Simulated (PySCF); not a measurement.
## C4H12OSi: a changed input and its effect

System: C4H12OSi (SiHMe2(OEt)).
Method of the first run: GIAO PBE0/pcSseg-1 NMR shielding, non-relativistic, gas phase (PySCF 2.14.0).

The geometry comes from this level: PBE0-D3(BJ)/def2-SVP. Text and figures count atoms from 1; the logs count them from 0 in places.

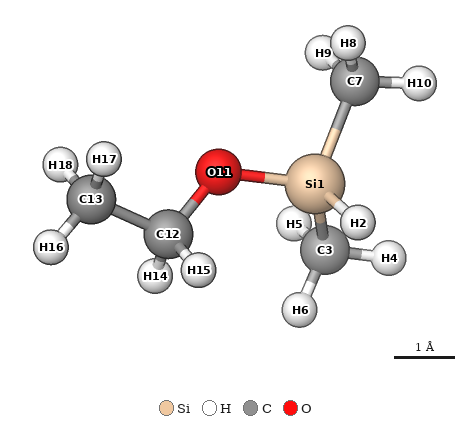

Figure 1. The structure as given in the input (ball-and-stick view, seen at a tilt; atoms are numbered from 1 in the order of the input). Bond lengths as drawn: C–C 1.51 Å, C–H 1.10 to 1.11 Å, C–O 1.40 Å, C–Si 1.86 to 1.87 Å, H–Si 1.50 Å and O–Si 1.67 Å.

### The input, the first run
```
{"job": {"kind": "nmr", "xc": "PBE0", "basis": "pcSseg-1"}, "charge": 0, "multiplicity": 1}
Si     0.336472     1.032304     0.275307
H      0.250127     1.268588     1.756477
C      2.131990     0.758753    -0.188748
H      2.739362     1.641507     0.067887
H      2.232483     0.576172    -1.270285
H      2.558285    -0.105172     0.344909
C     -0.411433     2.458216    -0.665433
H     -1.467810     2.596710    -0.390269
H     -0.362664     2.272878    -1.749581
H      0.125863     3.395658    -0.452611
O     -0.588265    -0.309406    -0.103053
C     -0.435772    -1.568962     0.497304
C     -1.599938    -2.455809     0.118987
H      0.514372    -2.039030     0.175367
H     -0.380356    -1.471943     1.600573
H     -1.500172    -3.451596     0.576786
H     -2.546048    -2.008089     0.457644
H     -1.652795    -2.573829    -0.973530
```

The first line tells a small driver script what to run in PySCF; the rest is the geometry in Å.

Command:
```bash
OMP_NUM_THREADS=1 python <driver script> task.json out
```

Hardware: 1 CPU thread, shared host.

### Output (the first run)
```
coarse grid: 14496 points
cycle   1  E = -523.8178597650  dE =  2.960e-01  |g| = 7.563e-01  |ddm| = 3.509e+00
cycle   2  E = -523.6875857008  dE =  1.303e-01  |g| = 1.121e+00  |ddm| = 1.721e+00
cycle   3  E = -523.9313915770  dE = -2.438e-01  |g| = 1.416e-01  |ddm| = 1.222e+00
cycle   4  E = -523.9353011481  dE = -3.910e-03  |g| = 3.357e-02  |ddm| = 1.250e-01
cycle   5  E = -523.9355701746  dE = -2.690e-04  |g| = 4.200e-03  |ddm| = 3.085e-02
cycle   6  E = -523.9355745524  dE = -4.378e-06  |g| = 8.106e-04  |ddm| = 5.856e-03
final grid: 132432 points
cycle   7  E = -523.9807772814  dE = -2.314e-05  |g| = 1.055e-02  |ddm| = 2.044e-02
cycle   8  E = -523.9807579513  dE =  1.933e-05  |g| = 1.467e-02  |ddm| = 1.678e-02
cycle   9  E = -523.9808003565  dE = -4.241e-05  |g| = 1.592e-03  |ddm| = 1.048e-02
cycle  10  E = -523.9808008783  dE = -5.218e-07  |g| = 1.156e-04  |ddm| = 1.472e-03
cycle  11  E = -523.9808008809  dE = -2.554e-09  |g| = 3.255e-05  |ddm| = 1.358e-04
cycle  12  E = -523.9808008811  dE = -2.169e-10  |g| = 7.559e-06  |ddm| = 4.337e-05
converged SCF energy = -523.9808008811

GIAO shielding tensors (ppm)
atom      isotropic    diamagn.    paramagn.     s11        s22        s33       span
  0 Si     342.984     882.323    -539.339    292.433    344.751    391.768     99.335
  1 H       26.373      30.849      -4.476     23.684     24.588     30.845      7.161
  2 C      186.187     257.030     -70.843    177.895    188.260    192.407     14.511
  3 H       31.460      29.873       1.587     27.349     28.579     38.451     11.102
  4 H       31.194      32.252      -1.058     27.592     28.639     37.352      9.759
  5 H       30.761      32.327      -1.565     26.097     29.192     36.994     10.897
  6 C      185.684     255.776     -70.092    176.483    189.322    191.247     14.764
  7 H       30.817      31.070      -0.253     26.321     28.382     37.749     11.429
  8 H       30.929      31.750      -0.821     27.095     28.850     36.841      9.746
  9 H       31.439      29.303       2.136     27.137     28.649     38.531     11.394
 10 O      284.590     401.935    -117.345    256.763    284.931    312.077     55.315
 11 C      122.873     243.760    -120.887     95.847    106.871    165.902     70.056
 12 C      164.064     246.050     -81.986    146.734    161.790    183.668     36.934
 13 H       27.593      31.650      -4.057     21.798     28.811     32.170     10.371
 14 H       27.735      30.876      -3.141     22.798     28.059     32.348      9.550
 15 H       30.347      27.034       3.314     26.434     27.414     37.193     10.760
 16 H       29.871      28.928       0.943     26.175     28.300     35.140      8.965
 17 H       29.838      29.206       0.632     26.158     28.276     35.079      8.921
```

The input of the second run differs as follows (lines with − go, lines with + come):
```diff
-"xc": "PBE0"
+"xc": "B3LYP"
+"pop": false
```

Predict how the results change.

The total energies belong to different methods, so their difference says nothing on which is more stable or more accurate. The HOMO goes from −7.68 to −7.45 eV. The LUMO goes from 1.41 to 1.09 eV. Of all shieldings, the largest change is that of Si1, by −10.3 ppm. The functional changes from PBE0 to B3LYP. The number of SCF iterations is the same.

### Output (the second run)
```
coarse grid: 14496 points
cycle   1  E = -524.2160291594  dE =  2.912e-01  |g| = 8.549e-01  |ddm| = 3.534e+00
cycle   2  E = -523.9916636783  dE =  2.244e-01  |g| = 1.366e+00  |ddm| = 2.146e+00
cycle   3  E = -524.3579407410  dE = -3.663e-01  |g| = 1.862e-01  |ddm| = 1.623e+00
cycle   4  E = -524.3647308325  dE = -6.790e-03  |g| = 4.389e-02  |ddm| = 1.686e-01
cycle   5  E = -524.3651888181  dE = -4.580e-04  |g| = 6.103e-03  |ddm| = 4.018e-02
cycle   6  E = -524.3651986642  dE = -9.846e-06  |g| = 1.322e-03  |ddm| = 9.113e-03
final grid: 132432 points
cycle   7  E = -524.4190134915  dE = -2.557e-05  |g| = 6.970e-03  |ddm| = 1.754e-02
cycle   8  E = -524.4190058328  dE =  7.659e-06  |g| = 9.162e-03  |ddm| = 1.173e-02
cycle   9  E = -524.4190247755  dE = -1.894e-05  |g| = 1.104e-03  |ddm| = 6.734e-03
cycle  10  E = -524.4190250028  dE = -2.273e-07  |g| = 1.826e-04  |ddm| = 1.151e-03
cycle  11  E = -524.4190250086  dE = -5.836e-09  |g| = 4.796e-05  |ddm| = 1.741e-04
cycle  12  E = -524.4190250091  dE = -4.756e-10  |g| = 7.951e-06  |ddm| = 5.654e-05
converged SCF energy = -524.4190250091

GIAO shielding tensors (ppm)
atom      isotropic    diamagn.    paramagn.     s11        s22        s33       span
  0 Si     332.723     882.234    -549.511    282.723    335.533    379.915     97.192
  1 H       26.578      31.137      -4.559     23.921     24.804     31.009      7.088
  2 C      181.167     255.453     -74.286    172.705    183.116    187.681     14.976
  3 H       31.573      29.874       1.699     27.661     28.844     38.214     10.553
  4 H       31.331      32.340      -1.009     27.927     28.879     37.188      9.260
  5 H       30.889      32.417      -1.529     26.411     29.439     36.815     10.404
  6 C      180.573     254.128     -73.555    171.422    183.800    186.499     15.077
  7 H       30.957      31.140      -0.183     26.666     28.651     37.555     10.890
  8 H       31.067      31.832      -0.765     27.437     29.094     36.671      9.234
  9 H       31.554      29.313       2.242     27.449     28.913     38.301     10.853
 10 O      276.957     402.648    -125.691    249.281    276.541    305.049     55.767
 11 C      116.209     243.171    -126.962     89.199    100.195    159.232     70.034
 12 C      158.159     245.019     -86.860    140.531    155.382    178.565     38.033
 13 H       27.659      31.783      -4.124     22.005     28.823     32.150     10.146
 14 H       27.808      30.953      -3.145     23.030     28.086     32.308      9.278
 15 H       30.423      26.983       3.441     26.700     27.635     36.936     10.236
 16 H       29.979      29.127       0.852     26.491     28.479     34.968      8.477
 17 H       29.942      29.434       0.508     26.465     28.456     34.906      8.441
```

### The two runs side by side

| quantity | the first run | the second run |
| --- | --- | --- |
| outcome | converged | converged |
| total energy (hartree) | −523.980801 | −524.419025 |
| HOMO (eV) | −7.68 | −7.45 |
| LUMO (eV) | 1.41 | 1.09 |
| dipole moment (D) | 0.84 | 0.83 |
| shielding of Si1 (ppm) | 343.0 | 332.7 |
| shielding of H2 (ppm) | 26.4 | 26.6 |
| shielding of C3 (ppm) | 186.2 | 181.2 |
| shielding of C7 (ppm) | 185.7 | 180.6 |
| shielding of O11 (ppm) | 284.6 | 277.0 |
| shielding of C12 (ppm) | 122.9 | 116.2 |
| shielding of C13 (ppm) | 164.1 | 158.2 |
| SCF iterations | 12 | 12 |
| basis functions | 169 | 169 |
| wall time (shared host) | 25 s | 17 s |
